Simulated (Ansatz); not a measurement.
# FGe₂H₅O: what the fields show

Input

```
crystal:
  periodic: [false, false, false]
  atoms:
    - { symbol: Ge, position_ang: [0.0, 0.0, 0.0] }
    - { symbol: Ge, position_ang: [0.0, 0.0, 2.4] }
    - { symbol: H, position_ang: [-1.3958, -0.4318, 2.9174] }
    - { symbol: H, position_ang: [1.0719, -0.9929, 2.9174] }
    - { symbol: H, position_ang: [0.324, 1.4247, 2.9174] }
    - { symbol: H, position_ang: [1.4616, 0.0, -0.5162] }
    - { symbol: O, position_ang: [-0.8337, 1.4443, -0.5894] }
    - { symbol: H, position_ang: [-1.7915, 1.2136, -0.8118] }
    - { symbol: F, position_ang: [-0.7913, -1.3709, -0.5594] }
basis:
  gaussian: { orbitals: def2-SVP }
hamiltonian:
  xc: pbe0
  dispersion: d4
relax:
  f_tol: 0.02
  max_steps: 40
output:
  orbitals: {}
```

Launched as:

```sh
ansatz run input.yaml --threads 2 --pin off --max-ram 3072MiB --backend cpu --events-out ev --progress --plain --runs-dir out
```

The fields are those of the run's last geometry, not of the input's.

Computed with RKS PBE0-D4/def2-SVP in Ansatz.

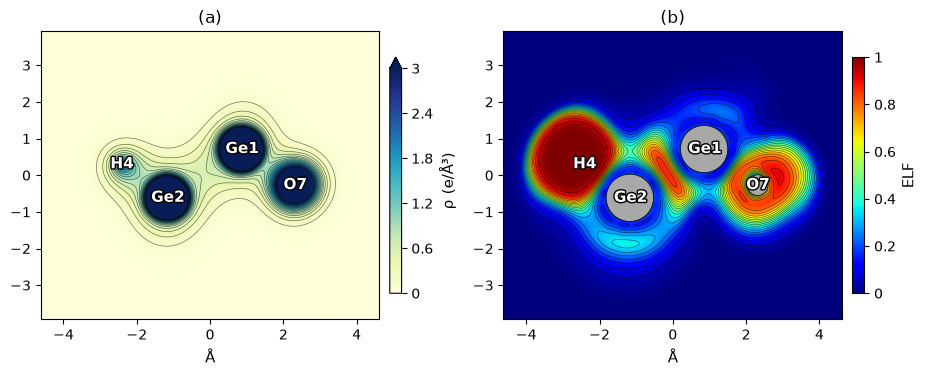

Figure 1. (a) total electron density; (b) ELF on the plane of atoms Ge1, Ge2 and H4. Grey discs cover the atomic cores in the ELF map.

Read the bonding off the picture.

Answer.
- Atoms in the plane: Ge, H and O.
- Ge–O (1.77 Å): the density is about 0.98 e/Å³ at the midpoint; the ELF peaks at about 0.85 in the valence shell of O, 0.6 Å from its nucleus, and is about 0.35 at the midpoint.
- Ge–Ge (2.42 Å): the density is about 0.59 e/Å³ at the midpoint; the ELF peaks at about 0.85 between the atoms; a covalent bond.
- Ge–H (1.54 Å): ρ is about 1 e/Å³ halfway; the ELF climbs to about 1 towards the hydrogen.
- The ELF also peaks beside O7, away from the bonds: lone-pair regions.

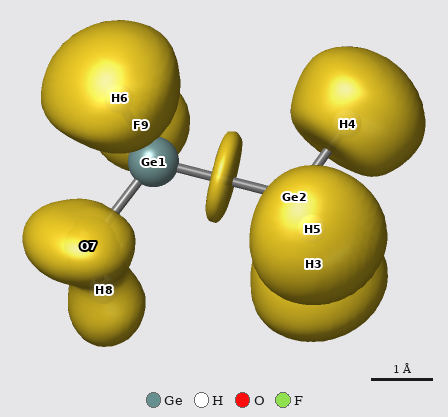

Figure 2. Isosurface of the electron localisation function at 0.75 (yellow), seen across its widest extent. Only the valence region is drawn (cores and ρ < 0.01 e/Å³ removed).

Identify the bonds, lone pairs and shells in this picture.

Answer. At this value the surface marks out one region between bonded Ge–Ge atoms (shared pairs), four regions around hydrogen nuclei, one region wrapped around F (its valence shell) and one joined region spread over several atoms (H, O), in which their bonds and any lone pairs are merged. Along the contacts the grid gives the following. Ge–F (1.75 Å): the ELF peaks at about 0.80 in the valence shell of F, 0.5 Å from its nucleus, and is about 0.20 at the midpoint.

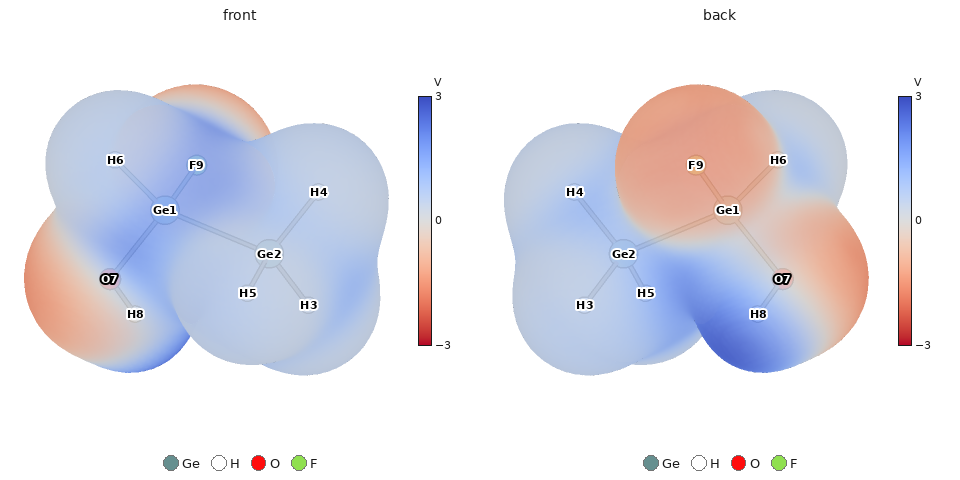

Figure 3. The electrostatic potential painted on the density surface at 0.002 e/bohr³, seen from the front and from behind; the colour scale runs from red (negative) to blue (positive).

Describe the electrostatic potential map.

Answer. The most negative region (about −1.5 V) lies over O7, the most positive (about +2.6 V) over H8. O7 is the likeliest acceptor of a hydrogen bond.

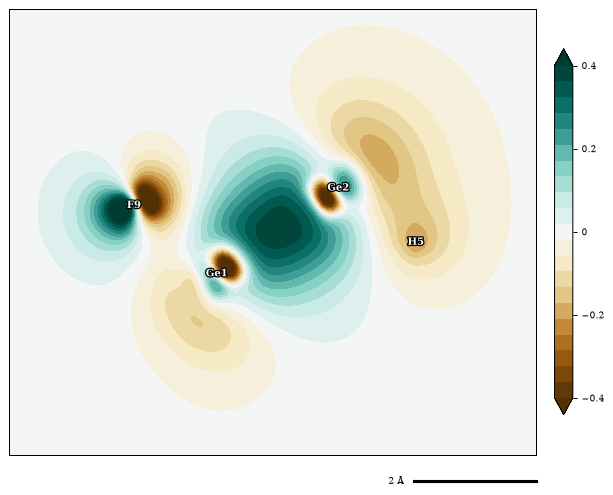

Figure 4. The HOMO on the plane of atoms Ge2, Ge1 and F9 (values in Å⁻³ᐟ²; the overall sign is arbitrary).

Where does this orbital lie, and at what energy?

Answer. By Hirshfeld shares it lies mainly on Ge2 (about 30 %), Ge1 (about 25 %), O7 (about 20 %), H6 (about 10 %) and F9 (about 10 %). Its energy is −8.16 eV.
